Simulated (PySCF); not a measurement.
# WOBr: structure of the doublet

The task is one start of a wider search on WOBr: the doublet, from a bent start. It is relaxed, tested by its Hessian and followed downhill if it is a saddle.

The runs use PySCF 2.14.0; PBE0, basis W def2-TZVP with ECP60, O def2-TZVP, Br def2-TZVP, scalar-relativistic core potentials, no spin–orbit coupling, density fitting.

### Step 1. The system as given

3 atoms, charge 0, spin multiplicity 2.

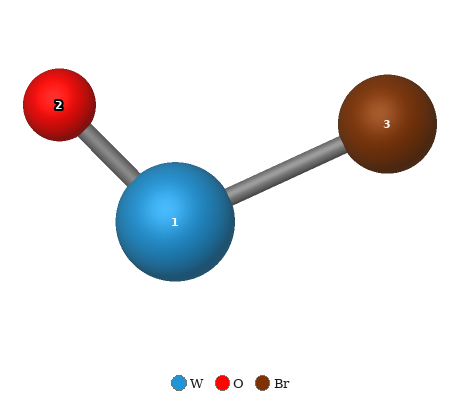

The starting geometry (tungsten blue, oxygen red, bromine brown); atoms are numbered from 1 in the order of the file.

Z-matrix (Å, degrees; charge 0 multiplicity 2):
```
W
O  1 1.7700
Br 1 2.5100 2 110.00
```

### Step 2. First SCF at the start

The steps below are one call of a driver around PySCF. For each, scf.py gives the equivalent set-up of the SCF; relaxations use the driver's own optimiser. After this first run the driver tries any further starts and a stability analysis.

The input, scf.py:

```python
from pyscf import gto, scf, dft
mol = gto.M(atom='''
W      0.000000     0.000000     0.000000
O     -1.449900     0.000000     1.015200
Br     2.056100     0.000000     1.439700''',
    basis={'W': 'def2-TZVP', 'O': 'def2-TZVP', 'Br': 'def2-TZVP'},
    ecp={'W': 'def2-TZVP'},
    charge=0, spin=1)
mf = dft.UKS(mol, xc='PBE0')
mf.grids.atom_grid = (50, 194)
aux = {'W': 'def2-universal-JKFIT', 'O': 'def2-universal-JKFIT', 'Br': 'def2-universal-JKFIT'}
mf = mf.density_fit(auxbasis=aux)
mf.conv_tol = 1e-08
mf.diis_space = 10
mf.max_cycle = 60
mf.init_guess = 'minao'
mf.verbose = 4
mf.kernel()
```

Command:

```console
> OMP_NUM_THREADS=4 python axn.py task.json out
```

Log:

```text
init E= -2695.86856325631
[... the frontier-level lines of each cycle are left out ...]
cycle= 1 E= -2715.73634882195  delta_E= -19.9  |g|= 0.915  |ddm|= 5.25
cycle= 2 E= -2708.59761735448  delta_E= 7.14  |g|= 3.34  |ddm|= 2.26
cycle= 3 E= -2716.06174023458  delta_E= -7.46  |g|= 0.272  |ddm|= 2.05
cycle= 4 E= -2716.08572768798  delta_E= -0.024  |g|= 0.181  |ddm|= 0.423
cycle= 5 E= -2716.1001191772  delta_E= -0.0144  |g|= 0.0795  |ddm|= 0.277
cycle= 6 E= -2716.10508596519  delta_E= -0.00497  |g|= 0.0255  |ddm|= 0.128
cycle= 7 E= -2716.10670625193  delta_E= -0.00162  |g|= 0.015  |ddm|= 0.0838
cycle= 8 E= -2716.10882282301  delta_E= -0.00212  |g|= 0.0147  |ddm|= 0.116
cycle= 9 E= -2716.10879749313  delta_E= 2.53e-05  |g|= 0.0148  |ddm|= 0.00137
cycle= 10 E= -2716.1134161051  delta_E= -0.00462  |g|= 0.0117  |ddm|= 0.296
cycle= 11 E= -2716.11411003826  delta_E= -0.000694  |g|= 0.0106  |ddm|= 0.242
cycle= 12 E= -2716.11439327552  delta_E= -0.000283  |g|= 0.00442  |ddm|= 0.12
cycle= 13 E= -2716.11458144551  delta_E= -0.000188  |g|= 0.00257  |ddm|= 0.0521
cycle= 14 E= -2716.11468316038  delta_E= -0.000102  |g|= 0.00242  |ddm|= 0.0433
cycle= 15 E= -2716.11474214085  delta_E= -5.9e-05  |g|= 0.0027  |ddm|= 0.0489
cycle= 16 E= -2716.11475851744  delta_E= -1.64e-05  |g|= 0.00127  |ddm|= 0.0282
cycle= 17 E= -2716.11475995132  delta_E= -1.43e-06  |g|= 0.000336  |ddm|= 0.0065
cycle= 18 E= -2716.11476042298  delta_E= -4.72e-07  |g|= 0.000187  |ddm|= 0.00398
cycle= 19 E= -2716.11476054816  delta_E= -1.25e-07  |g|= 7.64e-05  |ddm|= 0.000901
cycle= 20 E= -2716.11476058571  delta_E= -3.76e-08  |g|= 4.08e-05  |ddm|= 0.000828
cycle= 21 E= -2716.11476059  delta_E= -4.28e-09  |g|= 2.42e-05  |ddm|= 0.000548
Extra cycle  E= -2716.11476059091  delta_E= -9.19e-10  |g|= 3.13e-05  |ddm|= 9.22e-05
converged SCF energy = -2716.11476059091  <S^2> = 1.5633825  2S+1 = 2.6932378
```

This step, with its further starts and checks, needed 18 s of wall time on 4 threads of Arm Neoverse V1, shared host.

Energies from each starting density:

| start | energy (Eh) |
| --- | --- |
| the minimal-basis guess | -2716.114761 |
| a thermally smeared density | -2716.112443 |
| a smeared PBE density | -2716.102519 |

The test of internal stability and the other starts found no lower solution of this spin.

### Step 3. Relaxing the doublet from the bent start

The program finds Cs symmetry in the start, which this walk keeps. Threshold on the gradient: 0.0003 Eh/bohr, with a further test on the energy change.

scf.py: that of step 2 with these lines changed.

```diff
@@ -3,3 +3,3 @@
-W      0.000000     0.000000     0.000000
-O     -1.449900     0.000000     1.015200
-Br     2.056100     0.000000     1.439700''',
+W     -0.498712     0.000000    -0.465663
+O     -1.948612     0.000000     0.549537
+Br     1.557388     0.000000     0.974037''',
@@ -16 +15,0 @@
-mf.init_guess = 'minao'
```

Energy and gradient, step by step:

```csv
step,energy (Eh),change (kJ/mol),largest symmetric gradient (Eh/bohr)
0,-2716.114761,0.00,0.08824
1,-2716.129947,-39.87,0.04139
2,-2716.132230,-45.87,0.00995
3,-2716.132703,-47.11,0.00870
4,-2716.133157,-48.30,0.00558
5,-2716.133258,-48.56,0.00105
6,-2716.133265,-48.58,0.00015
7,-2716.133265,-48.58,0.00004
```

The walk took 22 s.

Positions (Å) and forces (eV/Å) along the way:

```
step 0
W   -0.499   0.000  -0.466  -2.864   0.000   4.538
O   -1.949   0.000   0.550   3.835   0.000  -3.370
Br   1.557   0.000   0.974  -0.970   0.000  -1.167
step 1
W   -0.517   0.000  -0.360   2.127   0.000  -0.463
O   -1.923   0.000   0.483  -1.857   0.000   0.831
Br   1.550   0.000   0.934  -0.270   0.000  -0.368
step 4
W   -0.489   0.000  -0.252  -0.288   0.000   0.107
O   -2.032   0.000   0.417   0.184   0.000  -0.126
Br   1.631   0.000   0.893   0.103   0.000   0.018
step 7
W   -0.494   0.000  -0.226   0.001   0.000   0.001
O   -2.053   0.000   0.397   0.000   0.000   0.003
Br   1.657   0.000   0.887  -0.001   0.000  -0.004
```

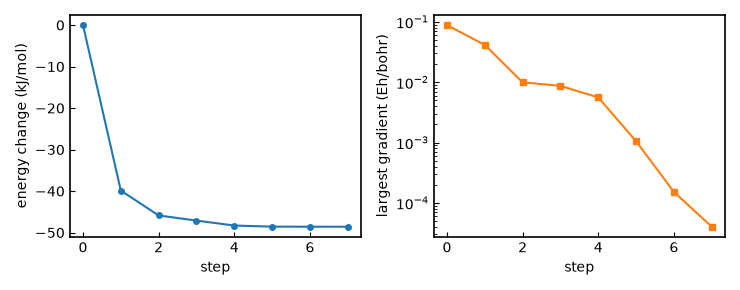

How energy and gradient fall.

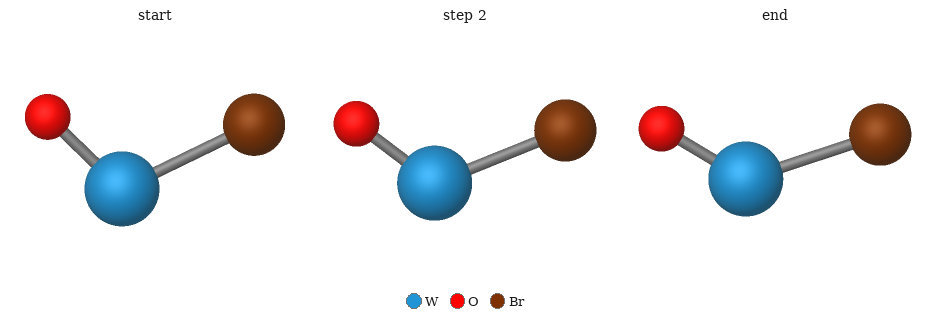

Start and end of the relaxation, with a step between.

It settles in Cs symmetry, 48.6 kJ/mol below the start, after 7 steps: W–Br 2.421 Å, W–O 1.679 Å; Br–W–O 130.9°.

### Step 4. Is it a minimum? Harmonic modes

On the finer grid the gradient is checked again; gradients at displacements of ±0.02 bohr then give force constants and infrared intensities.

scf.py: that of step 3 with these lines changed.

```diff
@@ -3,3 +3,3 @@
-W     -0.498712     0.000000    -0.465663
-O     -1.948612     0.000000     0.549537
-Br     1.557388     0.000000     0.974037''',
+W     -0.518897     0.000000    -0.352821
+O     -2.076831     0.000000     0.273805
+Br     1.629246     0.000000     0.762457''',
@@ -10 +10 @@
-mf.grids.atom_grid = (50, 194)
+mf.grids.atom_grid = (75, 302)
@@ -13 +13 @@
-mf.conv_tol = 1e-08
+mf.conv_tol = 1e-10
```

The driver hands on the density of the step before, so the log starts near convergence.

Log of the central SCF (cycles and frontier levels):

```text
init E= -2716.13319374649
[... the frontier-level lines of each cycle are left out ...]
cycle= 1 E= -2716.13319374651  delta_E= -2.23e-11  |g|= 2.82e-06  |ddm|= 1.08e-05
Extra cycle  E= -2716.13319374651  delta_E=    0  |g|= 7.14e-06  |ddm|= 9.44e-06
converged SCF energy = -2716.13319374651  <S^2> = 1.6577935  2S+1 = 2.762458
```

The whole step took 65 s.

Geometry: Cs; W–Br 2.420 Å, W–O 1.679 Å; Br–W–O 130.7°.

Harmonic modes (main isotopes):

| symmetry | ω (cm⁻¹) | IR (km/mol) | type |
| --- | --- | --- | --- |
| a' | 106 | 1.2 | bend |
| a' | 268 | 25.6 | stretch |
| a' | 1056 | 165 | stretch |

No imaginary mode, so this is a minimum.

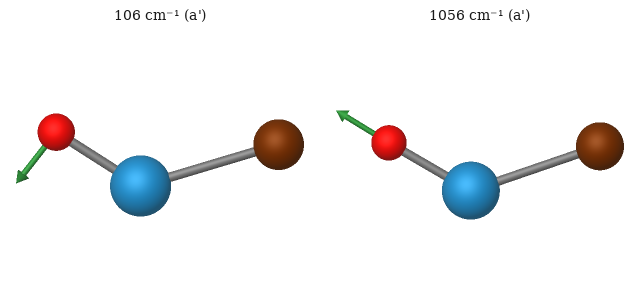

Displacements of 2 of the modes, as arrows (one member where a mode is degenerate).

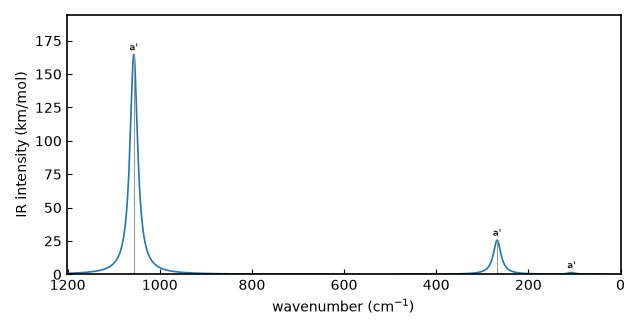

The harmonic infrared spectrum (widths in cm⁻¹). Lines are broadened to a width of 20 cm⁻¹ (Lorentzian).

Properties at this point:

| Item | Value |
| --- | --- |
| Dipole moment | 1.63 D |
| Highest occupied level | -6.62 eV |
| Lowest empty level | -3.46 eV |
| Rotational constants | 0.8026, 0.04472, 0.04236 cm⁻¹ |
| Zero-point energy | 8.6 kJ/mol |
| Principal polarisabilities | 56.2, 58.1, 84.2 bohr³ |
| Atomisation energy without zero-point energy | 1031 kJ/mol |
| Principal traceless quadrupole moments about the centre of mass | -6.25, 3.02, 3.22 D Å |
| Entropy at 298.15 K and 1 bar (electronic part: spin only) | 316.6 J/(mol K) |
| Heat capacity Cp at 298.15 K | 50.0 J/(mol K) |
| Enthalpy at 298.15 K above 0 K | 13.11 kJ/mol |
| Rotational symmetry number | 1 |
| Spin squared ⟨S²⟩ | 1.658 |

Charges (e) and bond orders:

```csv
atom,Mulliken,Löwdin,polar tensor,spin (Mulliken),Mayer order to W1
W1,0.76,0.22,1.09,0.96,–
O2,-0.43,-0.26,-0.67,-0.01,2.26
Br3,-0.33,0.04,-0.42,0.04,1.11
```

Mulliken populations on W1 (outside its core potential): s 2.98, p 6.29, d 3.90, f 0.07.

### Step 5. Summary of results

```
                                          quantity                                     value
                                           minimum            broken-symmetry (Ms = 1/2), Cs
                                          geometry  W–Br 2.420 Å, W–O 1.679 Å; Br–W–O 130.7°
                                wavenumbers (cm⁻¹)             106 (a'), 268 (a'), 1056 (a')
                                     dipole moment                                    1.63 D
highest occupied, lowest empty level (either spin)                           -6.62, -3.46 eV
                         polar-tensor charge of W1                                   +1.09 e
                                 zero-point energy                                8.6 kJ/mol
                               entropy at 298.15 K                           316.6 J/(mol K)
         atomisation energy (no zero-point energy)                               1031 kJ/mol
                                              ⟨S²⟩                                     1.658
```

**Reading.** The bent start keeps its Cs symmetry and ends in a minimum. The determinant is spin-contaminated (⟨S²⟩ = 1.66 against 0.75), so it is no pure spin state. The strongest infrared band lies at 1056 cm⁻¹ (a', stretch). Only this shape and spin were tried, so other structures or states may lie lower. One determinant may miss the lowest occupation of an open d or f shell. With an element this heavy the missing spin–orbit coupling can shift these numbers.

The search up to here took 1.8 min.
